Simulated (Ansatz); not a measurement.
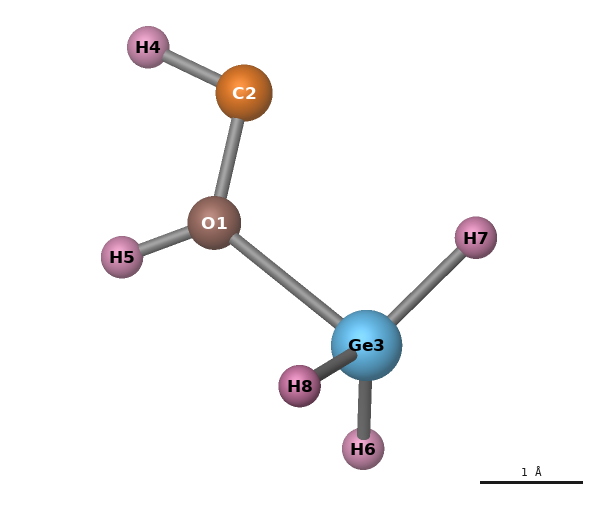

Numbered structure. Charge +1, singlet. Computed geometry: PBE0-D4/def2-TZVP optimisation. No frequency run is at hand to confirm it as a minimum.

Q: How are the neighbours of atom 1 arranged?

A: O1 has 3 neighbours (C2 at 1.34, Ge3 at 2.05, H5 at 0.98 Å); the arrangement is trigonal planar.

Q: What is the geometry at C2?

A: C2 has 2 neighbours (O1 at 1.34, H4 at 1.11 Å); the arrangement is bent.

Q: Describe the coordination of atom 3.

A: Ge3 has 4 neighbours (O1 at 2.05, H6 at 1.52, H7 at 1.52, H8 at 1.52 Å); the arrangement is tetrahedral.
